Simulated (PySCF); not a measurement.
**Eu(NO2)3: other functionals and bases at one geometry**

How far do other levels of theory move the description of Eu(NO2)3, and what does each cost? It is a constructed species; whether it can be made isn't addressed.

The runs use PySCF 2.14.0; several levels, as the steps say, no spin–orbit coupling.

4 further runs of the same task are left out: 2 for a known fault of the program, 2 that didn't finish.

## 1. Starting geometry

10 atoms, charge 0, spin multiplicity 1.

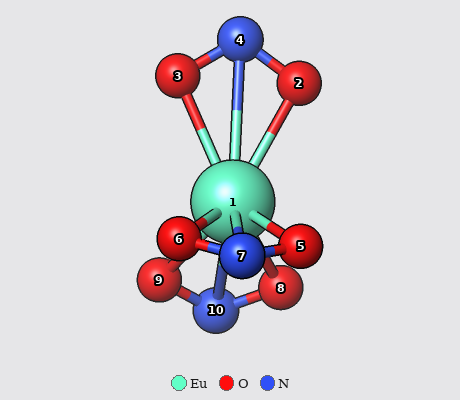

The geometry (europium green, oxygen red, nitrogen blue); atoms are numbered from 1 in the order of the file.

As a file:

```xyz
10
charge 0, multiplicity 1
Eu    0.0000    0.0000    0.0000
O     2.1494    0.0000    1.0500
O     2.1494    0.0000   -1.0500
N     2.8524    0.0000    0.0000
O    -1.0747    1.8614    1.0500
O    -1.0747    1.8614   -1.0500
N    -1.4262    2.4702    0.0000
O    -1.0747   -1.8614    1.0500
O    -1.0747   -1.8614   -1.0500
N    -1.4262   -2.4702    0.0000
```

Formal oxidation states: Eu +3. Each metal's 6 4f electrons lie in its core potential, so multiplicities, spins and levels count the valence alone. An earlier session relaxed this geometry at B3LYP, Eu lcecp-1-SVP with ECP52, O def2-SVP, N def2-SVP (singlet, point group D3h).

At B3LYP on the finer grid: E = -650.406995 Eh, HOMO -8.41 eV, LUMO -3.51 eV, Mulliken charge on Eu1 +1.23 e, largest force component 0.007 eV/Å. 

Levels to run: wB97X; BP86; revPBE; HF; B3LYP, TZVP. Hardware: 4 threads of Intel Xeon Platinum 8259CL at 2.50GHz (Skylake/Cascade Lake), shared host.

## 2. wB97X

File run.py (the lines that set the calculation):

```python
mol = gto.M(atom='''
Eu     0.00000     0.00000     0.00000
O      2.14938     0.00001     1.05005
O      2.14938     0.00001    -1.05005
N      2.85238     0.00002     0.00000
O     -1.07470     1.86141     1.05005
O     -1.07470     1.86141    -1.05005
N     -1.42620     2.47022     0.00000
O     -1.07468    -1.86142     1.05005
O     -1.07468    -1.86142    -1.05005
N     -1.42617    -2.47024     0.00000''',
    basis={'Eu': 'lcecp-1-SVP', 'O': 'def2-SVP', 'N': 'def2-SVP'},
    ecp={'Eu': 'lcecp-1-SVP'},
    charge=0, spin=0)
mf = dft.RKS(mol, xc='WB97X')
mf.grids.atom_grid = (75, 302)  # f atoms: unpruned, at least (60, 302)
mf = mf.density_fit()  # fitting sets: Eu AutoAux, O def2-universal-JKFIT, N def2-universal-JKFIT
mf.conv_tol = 1e-08; mf.max_cycle = 55
mf.kernel(dm0)  # dm0: the density of the relaxed state
```

Started as:

```bash
OMP_NUM_THREADS=4 python run.py
```

The log of the run:

```text
init E= -650.246725297226
  HOMO = -0.407367400957072  LUMO = -0.0327228284878301  gap/eV = 10.19460
cycle= 1 E= -650.251061199431  delta_E= -0.00434  |g|= 0.0272  |ddm|= 0.196
  HOMO = -0.413947648928261  LUMO = -0.037849830677241  gap/eV = 10.23414
cycle= 2 E= -650.251354495683  delta_E= -0.000293  |g|= 0.0163  |ddm|= 0.0602
  HOMO = -0.412202912333341  LUMO = -0.0358958753350595  gap/eV = 10.23984
cycle= 3 E= -650.251417344222  delta_E= -6.28e-05  |g|= 0.00855  |ddm|= 0.0177
  HOMO = -0.41206643360444  LUMO = -0.0356858817911437  gap/eV = 10.24184
cycle= 4 E= -650.251435455736  delta_E= -1.81e-05  |g|= 0.00248  |ddm|= 0.00964
  HOMO = -0.412360972082756  LUMO = -0.0358384438978031  gap/eV = 10.24570
cycle= 5 E= -650.251437786216  delta_E= -2.33e-06  |g|= 0.000613  |ddm|= 0.00396
  HOMO = -0.412365807139076  LUMO = -0.0358560498887269  gap/eV = 10.24535
cycle= 6 E= -650.251437984244  delta_E= -1.98e-07  |g|= 0.000126  |ddm|= 0.0014
  HOMO = -0.412366736401006  LUMO = -0.0358523045691125  gap/eV = 10.24548
cycle= 7 E= -650.251437996665  delta_E= -1.24e-08  |g|= 2.19e-05  |ddm|= 0.000358
  HOMO = -0.412367217529961  LUMO = -0.0358534314893709  gap/eV = 10.24546
cycle= 8 E= -650.251437997013  delta_E= -3.47e-10  |g|= 1.34e-05  |ddm|= 5.72e-05
  HOMO = -0.412367554838721  LUMO = -0.0358536646525898  gap/eV = 10.24546
Extra cycle  E= -650.251437996985  delta_E= 2.73e-11  |g|= 2.15e-05  |ddm|= 2.69e-05
converged SCF energy = -650.251437996985
```

Run time: 21 s. Hardware: 4 threads of Intel Xeon Platinum 8259CL at 2.50GHz (Skylake/Cascade Lake), shared host.

Read off: E = -650.251438 Eh, HOMO -11.22 eV, LUMO -0.98 eV, Mulliken charge on Eu1 +1.33 e, largest force component 0.713 eV/Å. 

## 3. BP86

Edit run.py (the lines that set the calculation) of step 2 so:

```diff
@@ -14,3 +14,3 @@
     charge=0, spin=0)
-mf = dft.RKS(mol, xc='WB97X')
+mf = dft.RKS(mol, xc='B88,P86')
 mf.grids.atom_grid = (75, 302)  # f atoms: unpruned, at least (60, 302)
```

Started as:

```bash
OMP_NUM_THREADS=4 python run.py
```

The log of the run:

```text
init E= -650.509591855515
  HOMO = -0.26100773271986  LUMO = -0.162527617419027  gap/eV = 2.67978
cycle= 1 E= -650.50854980695  delta_E= 0.00104  |g|= 0.184  |ddm|= 0.421
  HOMO = -0.261553657127697  LUMO = -0.156420126146547  gap/eV = 2.86083
cycle= 2 E= -650.47533143699  delta_E= 0.0332  |g|= 0.461  |ddm|= 0.512
  HOMO = -0.261006848504527  LUMO = -0.159625442381003  gap/eV = 2.75873
cycle= 3 E= -650.515219231176  delta_E= -0.0399  |g|= 0.0386  |ddm|= 0.316
  HOMO = -0.260092603334993  LUMO = -0.159041391868882  gap/eV = 2.74974
cycle= 4 E= -650.515668293143  delta_E= -0.000449  |g|= 0.00657  |ddm|= 0.0574
  HOMO = -0.260716587231638  LUMO = -0.159753042435271  gap/eV = 2.74736
cycle= 5 E= -650.51567759208  delta_E= -9.3e-06  |g|= 0.000913  |ddm|= 0.00652
  HOMO = -0.260629924833967  LUMO = -0.159673631761138  gap/eV = 2.74716
cycle= 6 E= -650.515677753742  delta_E= -1.62e-07  |g|= 0.000188  |ddm|= 0.000907
  HOMO = -0.260629740403346  LUMO = -0.1596739604546  gap/eV = 2.74715
cycle= 7 E= -650.515677741321  delta_E= 1.24e-08  |g|= 0.000312  |ddm|= 0.000353
  HOMO = -0.26062989596436  LUMO = -0.15967425673461  gap/eV = 2.74714
cycle= 8 E= -650.515677761107  delta_E= -1.98e-08  |g|= 1.42e-05  |ddm|= 0.000231
  HOMO = -0.260630072323012  LUMO = -0.159674213150377  gap/eV = 2.74715
cycle= 9 E= -650.515677761118  delta_E= -1.14e-11  |g|= 1.14e-05  |ddm|= 1.44e-05
  HOMO = -0.260629994709043  LUMO = -0.159674122356396  gap/eV = 2.74715
Extra cycle  E= -650.515677760715  delta_E= 4.04e-10  |g|= 4.61e-05  |ddm|= 4.17e-05
converged SCF energy = -650.515677760715
```

Wall time 17 s (4 threads of Intel Xeon Platinum 8259CL at 2.50GHz (Skylake/Cascade Lake), shared host).

Read off: E = -650.515678 Eh, HOMO -7.09 eV, LUMO -4.34 eV, Mulliken charge on Eu1 +1.09 e, largest force component 0.881 eV/Å. 

## 4. revPBE

Edit run.py (the lines that set the calculation) of step 3 so:

```diff
@@ -14,3 +14,3 @@
     charge=0, spin=0)
-mf = dft.RKS(mol, xc='B88,P86')
+mf = dft.RKS(mol, xc='PBE_R,PBE')
 mf.grids.atom_grid = (75, 302)  # f atoms: unpruned, at least (60, 302)
```

Started as:

```bash
OMP_NUM_THREADS=4 python run.py
```

The log of the run:

```text
init E= -650.299241692779
  HOMO = -0.254395662148094  LUMO = -0.155345693024994  gap/eV = 2.69529
cycle= 1 E= -650.297811766197  delta_E= 0.00143  |g|= 0.186  |ddm|= 0.384
  HOMO = -0.253763635427661  LUMO = -0.147984538502195  gap/eV = 2.87840
cycle= 2 E= -650.263904243621  delta_E= 0.0339  |g|= 0.466  |ddm|= 0.506
  HOMO = -0.253803145003171  LUMO = -0.151807988260613  gap/eV = 2.77543
cycle= 3 E= -650.304575867093  delta_E= -0.0407  |g|= 0.0362  |ddm|= 0.314
  HOMO = -0.253026191933889  LUMO = -0.151368650435236  gap/eV = 2.76624
cycle= 4 E= -650.304975337887  delta_E= -0.000399  |g|= 0.0068  |ddm|= 0.056
  HOMO = -0.253699529181529  LUMO = -0.152108259757786  gap/eV = 2.76444
cycle= 5 E= -650.304985363746  delta_E= -1e-05  |g|= 0.000853  |ddm|= 0.00651
  HOMO = -0.25361784200897  LUMO = -0.152034407758073  gap/eV = 2.76423
cycle= 6 E= -650.30498550688  delta_E= -1.43e-07  |g|= 0.000183  |ddm|= 0.000848
  HOMO = -0.253616524129802  LUMO = -0.152034153071144  gap/eV = 2.76420
cycle= 7 E= -650.304985491232  delta_E= 1.56e-08  |g|= 0.000332  |ddm|= 0.000365
  HOMO = -0.253616343293985  LUMO = -0.15203421280417  gap/eV = 2.76419
cycle= 8 E= -650.30498551373  delta_E= -2.25e-08  |g|= 1.42e-05  |ddm|= 0.000245
  HOMO = -0.25361651392182  LUMO = -0.152034122177261  gap/eV = 2.76420
cycle= 9 E= -650.304985513748  delta_E= -1.8e-11  |g|= 1.08e-05  |ddm|= 1.47e-05
  HOMO = -0.253616448626439  LUMO = -0.152034061489786  gap/eV = 2.76420
Extra cycle  E= -650.304985513381  delta_E= 3.67e-10  |g|= 4.37e-05  |ddm|= 3.97e-05
converged SCF energy = -650.304985513381
```

It took 17 s on 4 threads of Intel Xeon Platinum 8259CL at 2.50GHz (Skylake/Cascade Lake), shared host.

Read off: E = -650.304986 Eh, HOMO -6.90 eV, LUMO -4.14 eV, Mulliken charge on Eu1 +1.10 e, largest force component 1.005 eV/Å. 

## 5. HF

Edit run.py (the lines that set the calculation) of step 4 so:

```diff
@@ -14,4 +14,3 @@
     charge=0, spin=0)
-mf = dft.RKS(mol, xc='PBE_R,PBE')
-mf.grids.atom_grid = (75, 302)  # f atoms: unpruned, at least (60, 302)
+mf = scf.RHF(mol)
 mf = mf.density_fit()  # fitting sets: Eu AutoAux, O def2-universal-JKFIT, N def2-universal-JKFIT
```

Started as:

```bash
OMP_NUM_THREADS=4 python run.py
```

The log of the run:

```text
init E= -646.721103471861
  HOMO = -0.458313282666001  LUMO = 0.040366607889417  gap/eV = 13.56977
cycle= 1 E= -646.802141938779  delta_E= -0.081  |g|= 0.167  |ddm|= 0.741
  HOMO = -0.489021666174259  LUMO = 0.0221557838362436  gap/eV = 13.90985
cycle= 2 E= -646.809785137326  delta_E= -0.00764  |g|= 0.0786  |ddm|= 0.241
  HOMO = -0.484059896018195  LUMO = 0.0303314862695281  gap/eV = 13.99730
cycle= 3 E= -646.811784698674  delta_E= -0.002  |g|= 0.0422  |ddm|= 0.0792
  HOMO = -0.48404616984749  LUMO = 0.0327653407801345  gap/eV = 14.06316
cycle= 4 E= -646.81252678391  delta_E= -0.000742  |g|= 0.0114  |ddm|= 0.067
  HOMO = -0.485428780141327  LUMO = 0.0325732690826623  gap/eV = 14.09555
cycle= 5 E= -646.812626733065  delta_E= -9.99e-05  |g|= 0.0048  |ddm|= 0.0244
  HOMO = -0.485023738714085  LUMO = 0.0329614863836644  gap/eV = 14.09510
cycle= 6 E= -646.812644352173  delta_E= -1.76e-05  |g|= 0.000891  |ddm|= 0.012
  HOMO = -0.4849890366515  LUMO = 0.0330207202938811  gap/eV = 14.09576
cycle= 7 E= -646.812644853802  delta_E= -5.02e-07  |g|= 0.000192  |ddm|= 0.00177
  HOMO = -0.484979668177259  LUMO = 0.0330132068109544  gap/eV = 14.09530
cycle= 8 E= -646.812644874881  delta_E= -2.11e-08  |g|= 3.9e-05  |ddm|= 0.000388
  HOMO = -0.484975321347953  LUMO = 0.033015879839529  gap/eV = 14.09526
cycle= 9 E= -646.81264487579  delta_E= -9.09e-10  |g|= 7.17e-06  |ddm|= 8.44e-05
  HOMO = -0.484974908658603  LUMO = 0.0330162909576477  gap/eV = 14.09526
Extra cycle  E= -646.812644875814  delta_E= -2.46e-11  |g|= 2.98e-06  |ddm|= 9.79e-06
converged SCF energy = -646.812644875814
```

It took 7.9 s on 4 threads of Intel Xeon Platinum 8259CL at 2.50GHz (Skylake/Cascade Lake), shared host.

Read off: E = -646.812645 Eh, HOMO -13.20 eV, LUMO 0.90 eV, Mulliken charge on Eu1 +1.82 e, largest force component 2.832 eV/Å. 

## 6. B3LYP, TZVP

Basis: Eu lcecp-1-TZVP with ECP52, O def2-TZVP, N def2-TZVP. 

Edit run.py (the lines that set the calculation) of step 5 so:

```diff
@@ -11,8 +11,9 @@
 N     -1.42617    -2.47024     0.00000''',
-    basis={'Eu': 'lcecp-1-SVP', 'O': 'def2-SVP', 'N': 'def2-SVP'},
-    ecp={'Eu': 'lcecp-1-SVP'},
+    basis={'Eu': 'lcecp-1-TZVP', 'O': 'def2-TZVP', 'N': 'def2-TZVP'},
+    ecp={'Eu': 'lcecp-1-TZVP'},
     charge=0, spin=0)
-mf = scf.RHF(mol)
+mf = dft.RKS(mol, xc='B3LYP')
+mf.grids.atom_grid = (75, 302)  # f atoms: unpruned, at least (60, 302)
 mf = mf.density_fit()  # fitting sets: Eu AutoAux, O def2-universal-JKFIT, N def2-universal-JKFIT
 mf.conv_tol = 1e-08; mf.max_cycle = 55
-mf.kernel(dm0)  # dm0: the density of the relaxed state
+mf.kernel(dm0)  # dm0: free metal ions and neutral atoms
```

Started as:

```bash
OMP_NUM_THREADS=4 python run.py
```

The log of the run:

```text
init E= -657.159273499739
  HOMO = -0.243095856114741  LUMO = -0.0923914310116686  gap/eV = 4.10088
cycle= 1 E= -650.586803746507  delta_E= 6.57  |g|= 1.73  |ddm|= 3.17
  HOMO = -0.275228636573405  LUMO = -0.191230706953099  gap/eV = 2.28570
cycle= 2 E= -648.763953443608  delta_E= 1.82  |g|= 3.76  |ddm|= 2.29
  HOMO = -0.320922583542575  LUMO = -0.144222870264912  gap/eV = 4.80824
cycle= 3 E= -651.135237322411  delta_E= -2.37  |g|= 0.136  |ddm|= 1.53
  HOMO = -0.306576117594982  LUMO = -0.124739041768657  gap/eV = 4.94804
cycle= 4 E= -651.137766260222  delta_E= -0.00253  |g|= 0.0691  |ddm|= 0.129
  HOMO = -0.31216602522578  LUMO = -0.129291857067859  gap/eV = 4.97626
cycle= 5 E= -651.13849953824  delta_E= -0.000733  |g|= 0.0161  |ddm|= 0.0444
  HOMO = -0.311262378564331  LUMO = -0.128636143804359  gap/eV = 4.96951
cycle= 6 E= -651.138554061248  delta_E= -5.45e-05  |g|= 0.00284  |ddm|= 0.0159
  HOMO = -0.311235489405222  LUMO = -0.128518728792573  gap/eV = 4.97198
cycle= 7 E= -651.138555792198  delta_E= -1.73e-06  |g|= 0.000531  |ddm|= 0.00327
  HOMO = -0.311276956206983  LUMO = -0.128560156426004  gap/eV = 4.97198
cycle= 8 E= -651.138555856101  delta_E= -6.39e-08  |g|= 2.56e-05  |ddm|= 0.000607
  HOMO = -0.311275056181127  LUMO = -0.128557896912786  gap/eV = 4.97199
cycle= 9 E= -651.13855585631  delta_E= -2.09e-10  |g|= 1.49e-05  |ddm|= 5.58e-05
  HOMO = -0.311275610229057  LUMO = -0.128558810910746  gap/eV = 4.97198
Extra cycle  E= -651.138555856196  delta_E= 1.14e-10  |g|= 3.01e-05  |ddm|= 2.24e-05
converged SCF energy = -651.138555856196
```

Wall time 44 s (4 threads of Intel Xeon Platinum 8259CL at 2.50GHz (Skylake/Cascade Lake), shared host).

Read off: E = -651.138556 Eh, HOMO -8.47 eV, LUMO -3.50 eV, Mulliken charge on Eu1 +1.61 e, largest force component 0.168 eV/Å. 

## 7. Results

| level | state | HOMO (eV) | gap (eV) | charge on Eu1 (e) | dipole (D) | largest force (eV/Å) | basis functions | time |
| --- | --- | --- | --- | --- | --- | --- | --- | --- |
| B3LYP (relaxed here) | singlet | -8.41 | 4.90 | 1.23 | 0.00 | 0.01 | 159 | 39 s |
| wB97X | singlet | -11.22 | 10.25 | 1.33 | 0.00 | 0.71 | 159 | 21 s |
| BP86 | singlet | -7.09 | 2.75 | 1.09 | 0.00 | 0.88 | 159 | 17 s |
| revPBE | singlet | -6.90 | 2.76 | 1.10 | 0.00 | 1.01 | 159 | 17 s |
| HF | singlet | -13.20 | 14.10 | 1.82 | 0.00 | 2.83 | 159 | 7.9 s |
| B3LYP, TZVP | singlet | -8.47 | 4.97 | 1.61 | 0.00 | 0.17 | 326 | 44 s |

Times are on 4 threads of Intel Xeon Platinum 8259CL at 2.50GHz (Skylake/Cascade Lake), shared host; the first row also made further properties.

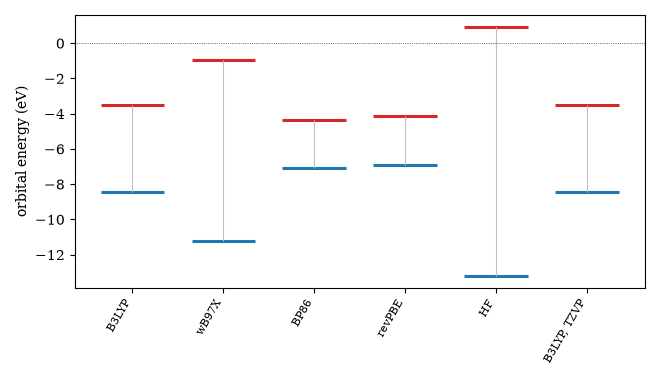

Highest filled and lowest empty level, method by method.

In one basis the HOMO–LUMO gap runs from 2.75 eV (BP86) to 14.10 eV (HF). The largest leftover force, 2.83 eV/Å with HF, stands at a geometry relaxed at another level. The Mulliken charge on Eu spans +1.09 to +1.82 e over the levels. With 4f in the core, its levels are missing from HOMO and gap. Total energies of different levels can't be compared. Spin–orbit coupling is left out throughout.
